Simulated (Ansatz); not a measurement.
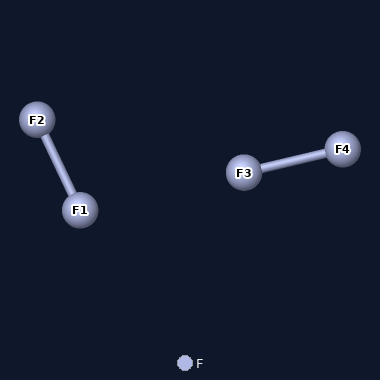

The system is the pair F₂···F₂; the picture shows the reference structure. First axis: separation of F3 and F1 along their line in the relaxed pair. Second axis: sideways slip of F1, F2. Nothing is relaxed (both partners rigid). The scan uses a 15 × 15 grid. Points are written as (first, second). Energies are in kJ/mol, from the lowest grid point. All numbers below come from RKS SPW92 (LDA)/def2-TZVPD in Ansatz 0.2.0.

Its coordinates:

```yaml
atoms:
  - { symbol: F, position_ang: [-0.5692, 0.2815, -1.3258] }
  - { symbol: F, position_ang: [0.5241, -0.3436, -1.8985] }
  - { symbol: F, position_ang: [-0.1173, 0.0906, 0.9322] }
  - { symbol: F, position_ang: [0.1624, -0.0286, 2.2920] }
```

Range: separation of F3 and F1 along their line in the relaxed pair from 1.941 to 3.941 Å; sideways slip of F1, F2 from −2.200 to 2.200 Å.

Question: What will the energy surface look like?

Answer: The lowest grid point is at (2.287 Å, 0.000 Å). The highest grid point, (1.941 Å, −0.629 Å), lies 17.2 kJ/mol above the lowest.

```csv
"second ↓, first →",1.941,1.991,2.072,2.172,2.287,2.414,2.552,2.699,2.855,3.018,3.190,3.368,3.553,3.744,3.941
2.200,5.9,6.1,6.3,6.5,6.8,7.0,7.2,7.4,7.5,7.7,7.7,7.8,7.9,7.9,7.9
1.886,5.4,5.5,5.7,5.9,6.2,6.5,6.8,7.0,7.3,7.5,7.6,7.7,7.8,7.9,7.9
1.571,5.7,5.5,5.4,5.4,5.6,5.9,6.2,6.6,6.9,7.2,7.4,7.6,7.7,7.8,7.9
1.257,7.5,6.6,5.7,5.0,4.9,5.0,5.4,5.9,6.4,6.8,7.1,7.4,7.6,7.7,7.8
0.943,10.7,8.6,6.2,4.6,3.9,3.9,4.4,5.0,5.7,6.3,6.8,7.2,7.4,7.6,7.7
0.629,13.1,9.7,5.9,3.5,2.4,2.4,3.1,4.1,5.0,5.8,6.5,7.0,7.3,7.5,7.7
0.314,13.2,9.1,4.6,1.8,0.8,1.0,2.0,3.2,4.4,5.4,6.2,6.8,7.2,7.5,7.6
0.000,13.4,8.9,4.1,1.1,0.0,0.3,1.4,2.8,4.1,5.2,6.1,6.7,7.1,7.4,7.6
−0.314,15.6,10.8,5.6,2.2,0.8,0.8,1.7,3.0,4.2,5.3,6.1,6.7,7.1,7.4,7.6
−0.629,17.2,12.6,7.4,3.9,2.2,1.9,2.5,3.5,4.6,5.5,6.3,6.8,7.2,7.5,7.6
−0.943,14.4,10.8,6.8,4.1,2.8,2.6,3.2,4.1,5.0,5.8,6.5,6.9,7.3,7.5,7.6
−1.257,8.1,6.1,3.9,2.7,2.4,2.8,3.5,4.4,5.3,6.1,6.6,7.1,7.4,7.5,7.7
−1.571,2.7,1.9,1.3,1.3,1.8,2.7,3.8,4.7,5.6,6.3,6.8,7.2,7.4,7.6,7.7
−1.886,0.7,0.5,0.6,1.2,2.1,3.1,4.2,5.1,5.9,6.5,7.0,7.3,7.5,7.6,7.7
−2.200,1.4,1.3,1.6,2.2,3.0,3.9,4.8,5.6,6.3,6.8,7.1,7.4,7.6,7.7,7.8
```

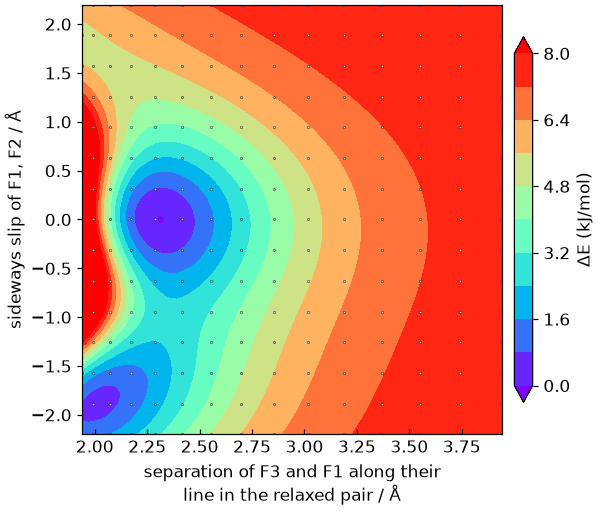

In the figure: filled contours, dots at the grid points, one colour for all values above the top of the scale. Between grid points the surface is interpolated.

Time for the 225 points that were run: 9.9 min on 1 thread of Arm Neoverse N1 (shared host).
